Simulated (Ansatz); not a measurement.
CH$_{4}$AlCl: several calculations on one system

**1. Relaxation**

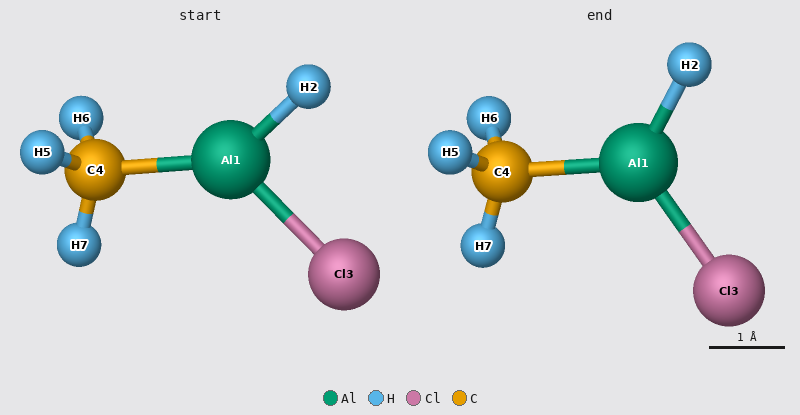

The structure of CH4AlCl before (left) and after (right) a relaxation, at one scale.

The picture is a ball-and-stick view, seen at a tilt.

The run prepares an end point of a later path (reaction) calculation, from a guessed geometry.

Level of theory: Ansatz 0.2.0, RKS r2SCAN/6-31G*.

Input file:
```yaml
crystal:
  periodic: [false, false, false]
  atoms:
    - { symbol: Al, position_ang: [0.015297, 0.000158, 0.261275] }
    - { symbol: H, position_ang: [0.453799, -0.004079, 1.750132] }
    - { symbol: Cl, position_ang: [2.132409, 0.003181, -0.259523] }
    - { symbol: C, position_ang: [-1.531854, 0.000993, -0.907958] }
    - { symbol: H, position_ang: [-2.137245, -0.904973, -0.769045] }
    - { symbol: H, position_ang: [-2.187096, 0.85825, -0.705896] }
    - { symbol: H, position_ang: [-1.23401, 0.046471, -1.960485] }
basis:
  gaussian: { orbitals: "6-31G*" }
hamiltonian:
  xc: r2scan
relax:
  f_tol: 0.03
  max_steps: 50
```

Command:
```bash
ansatz run input.yaml --threads 1 --pin off --max-ram 2048MiB --backend cpu --events-out ev --progress --plain --runs-dir out
```

**What changed between the two?**

Over 4 geometry steps the energy falls by 43.1 kJ/mol. The largest force component goes from 1.5 to 0.0094 eV/Å. H2 moves most after the best rigid fit: 0.39 Å. By element the largest moves are H 0.39 Å, Cl 0.32 Å, Al 0.11 Å, C 0.10 Å. Some distances before and after: Al1–Cl3 2.180 → 2.117 Å, Al1–H2 1.552 → 1.586 Å, Al1–C4 1.939 → 1.946 Å. Bond angles that change, for instance: H2–Al1–Cl3 87.4° → 115.5°, H2–Al1–C4 143.5° → 125.0°, Cl3–Al1–C4 129.1° → 119.5°.

**2. Relaxation**

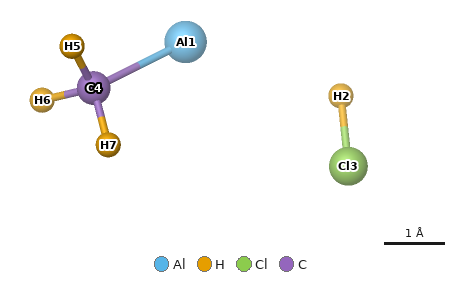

CH₄AlCl, before the relaxation. A ball-and-stick model, seen at a tilt.

The run prepares an end point of a later path (reaction) calculation, from a guessed geometry.

Computed with Ansatz 0.2.0, RKS r2SCAN/6-31G*.

The input:
```yaml
crystal:
  periodic: [false, false, false]
  atoms:
    - { symbol: Al, position_ang: [-0.921955, -0.018719, 0.771497] }
    - { symbol: H, position_ang: [1.748234, -0.030502, 1.448546] }
    - { symbol: Cl, position_ang: [2.481992, 0.042665, 0.327337] }
    - { symbol: C, position_ang: [-1.804389, -0.000311, -1.010728] }
    - { symbol: H, position_ang: [-2.436436, -0.892184, -1.15373] }
    - { symbol: H, position_ang: [-2.465664, 0.87437, -1.125535] }
    - { symbol: H, position_ang: [-1.090482, 0.02468, -1.848888] }
basis:
  gaussian: { orbitals: "6-31G*" }
hamiltonian:
  xc: r2scan
relax:
  f_tol: 0.03
  max_steps: 50
```

Command:
```bash
ansatz run input.yaml --threads 1 --pin off --max-ram 2048MiB --backend cpu --events-out ev --progress --plain --runs-dir out
```

What does the optimiser find from here?

Cl3 moves most after the best rigid fit: 1.46 Å. Largest moves by element: Cl 1.46 Å, Al 1.13 Å, H 0.87 Å, C 0.24 Å. Near-neighbour distances that change, for instance: Al1–Cl3 3.433 → 3.805 Å, H2–Cl3 1.342 → 1.330 Å, Al1–C4 1.989 → 1.981 Å. Over 16 accepted moves (20 points after the start) the energy falls by 3.61 kcal/mol. Largest force component: 0.87 eV/Å at the start, 0.00067 eV/Å at the end. The line search rejected the trial steps at points 10, 14, 16, 19 of the run. The forces were under the threshold at step 12, but the run went on from there.

Final geometry:

```xyz
7

Al   -0.2838    0.0003   -0.1652
H     1.8800    0.0048    1.0362
Cl    3.0444    0.0079    1.6796
C    -2.0118   -0.0027   -1.1337
H    -2.6110   -0.8991   -0.9082
H    -2.6334    0.8687   -0.8740
H    -1.8731    0.0202   -2.2262
```

The end point in the same view:

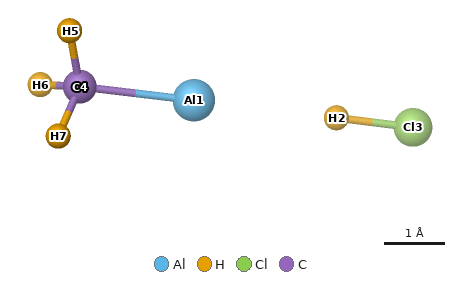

Limits of the set-up: the start holds two separate molecules, 2.8 Å apart at their closest, whose relative position is a soft coordinate and is computed without a dispersion correction.

**3. Path**

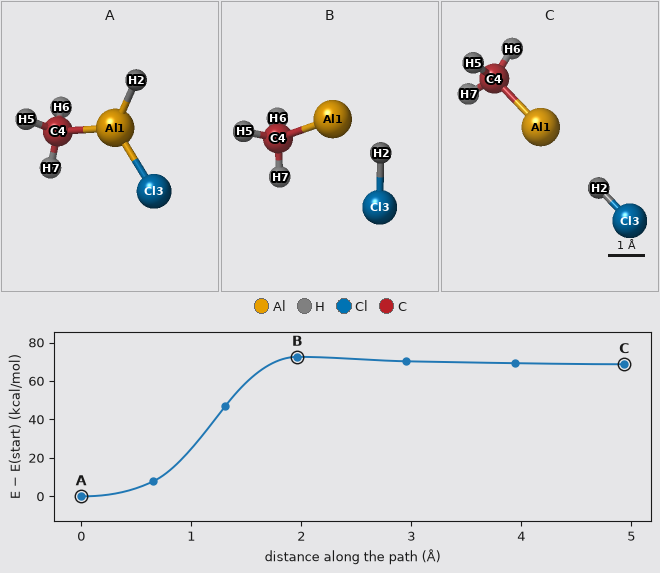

NEB run on CH4AlCl. Images are numbered from 0 (start) to 6 (end). Frames A to C are images 0, 3, 6. A ball-and-stick model, seen at a tilt.

Method: Ansatz 0.2.0, RKS r2SCAN/6-31G*.

Input
```yaml
crystal:
  periodic: [false, false, false]
  atoms:
    - { symbol: Al, position_ang: [0.125072, 0.000312, 0.285199] }
    - { symbol: H, position_ang: [0.079917, -0.005427, 1.870539] }
    - { symbol: Cl, position_ang: [2.060897, 0.004131, -0.572404] }
    - { symbol: C, position_ang: [-1.437157, 0.001437, -0.875081] }
    - { symbol: H, position_ang: [-2.043132, -0.901164, -0.711862] }
    - { symbol: H, position_ang: [-2.091256, 0.854993, -0.647627] }
    - { symbol: H, position_ang: [-1.183041, 0.045719, -1.940264] }
basis:
  gaussian: { orbitals: "6-31G*" }
hamiltonian:
  xc: r2scan
neb:
  order_check: false
  images: 5
  f_tol: 0.05
  max_iterations: 60
  final_atoms:
    - { symbol: Al, position_ang: [-0.27752536, -0.00052395, -0.17652876] }
    - { symbol: H, position_ang: [1.92303923, 0.00010218, 0.95603798] }
    - { symbol: Cl, position_ang: [3.10712226, 0.00110154, 1.56250851] }
    - { symbol: C, position_ang: [-2.03521523, -0.00021006, -1.09017528] }
    - { symbol: H, position_ang: [-2.61934202, -0.906142, -0.86380274] }
    - { symbol: H, position_ang: [-2.65553821, 0.86031393, -0.79377271] }
    - { symbol: H, position_ang: [-1.93124068, 0.04535936, -2.18576699] }
  initial_path:
    images:
      - { positions_ang: [[0.125072, 0.000312, 0.285199], [0.079917, -0.005427, 1.870539], [2.060897, 0.004131, -0.572404], [-1.437157, 0.001437, -0.875081], [-2.043132, -0.901164, -0.711862], [-2.091256, 0.854993, -0.647627], [-1.183041, 0.045719, -1.940264]] }
      - { positions_ang: [[0.08302486, 0.00022416, 0.19074805], [0.35140081, -0.00342438, 1.75270349], [2.17259541, 0.00267562, -0.24815104], [-1.52617937, 0.00093128, -0.91274249], [-2.11717619, -0.91089727, -0.72792332], [-2.16388039, 0.86328873, -0.66002425], [-1.28848514, 0.04720286, -1.98611045]] }
      - { positions_ang: [[0.04097773, 0.00013633, 0.09629711], [0.62288462, -0.00142176, 1.63486799], [2.28429382, 0.00122024, 0.07610192], [-1.61520174, 0.00042556, -0.95040398], [-2.19122038, -0.92063053, -0.74398463], [-2.23650477, 0.87158445, -0.6724215], [-1.39392927, 0.04868673, -2.03195691]] }
      - { positions_ang: [[-0.00106941, 4.849e-05, 0.00184616], [0.89436843, 0.00058085, 1.51703248], [2.39599223, -0.00023515, 0.40035488], [-1.70422412, -8.017e-05, -0.98806547], [-2.26526457, -0.9303638, -0.76004595], [-2.30912916, 0.87988018, -0.68481875], [-1.49937341, 0.05017059, -2.07780336]] }
      - { positions_ang: [[-0.09322139, -0.00014232, -0.05761215], [1.2372587, 0.0004213, 1.33003431], [2.63303557, 0.00021042, 0.78773943], [-1.81455449, -0.00012346, -1.02210207], [-2.38329039, -0.92228987, -0.79463155], [-2.42459884, 0.8733581, -0.72113673], [-1.64332916, 0.04856685, -2.11379124]] }
      - { positions_ang: [[-0.18537337, -0.00033314, -0.11707045], [1.58014897, 0.00026174, 1.14303614], [2.87007892, 0.00065598, 1.17512397], [-1.92488486, -0.00016676, -1.05613868], [-2.5013162, -0.91421593, -0.82921714], [-2.54006853, 0.86683601, -0.75745472], [-1.78728492, 0.0469631, -2.14977911]] }
      - { positions_ang: [[-0.27752536, -0.00052395, -0.17652876], [1.92303923, 0.00010218, 0.95603798], [3.10712226, 0.00110154, 1.56250851], [-2.03521523, -0.00021006, -1.09017528], [-2.61934202, -0.906142, -0.86380274], [-2.65553821, 0.86031393, -0.79377271], [-1.93124068, 0.04535936, -2.18576699]] }
```

Launched with:
```bash
ansatz run input.yaml --threads 1 --pin off --max-ram 2048MiB --backend cpu --events-out ev --progress --plain --runs-dir out
```

What happens along the path, and what is the barrier?

Answer. Forward barrier 72.6 kcal/mol, backward barrier 3.8 kcal/mol, with image 3 at the top; the reaction energy is +68.7 kcal/mol. Breaking: Al1–Cl3 (2.12 → 2.82 at the top → 3.81 Å), Al1–H2 (1.59 → 1.80 at the top → 2.47 Å). Forming: H2–Cl3 (3.15 → 1.54 at the top → 1.33 Å). The band converged in 17 iterations. The largest component of the band force went from 2.7 to 0.041 eV/Å. The climbing image converged on the top of the path. Its vibrational analysis gives 2 imaginary modes over 30i cm⁻¹, so it isn't confirmed as a transition state.

The run took 3.9 min on 1 thread of Intel(R) Xeon(R) Platinum 8259CL CPU @ 2.50GHz (Skylake/Cascade Lake) (shared host), peak memory 0.15 GiB.
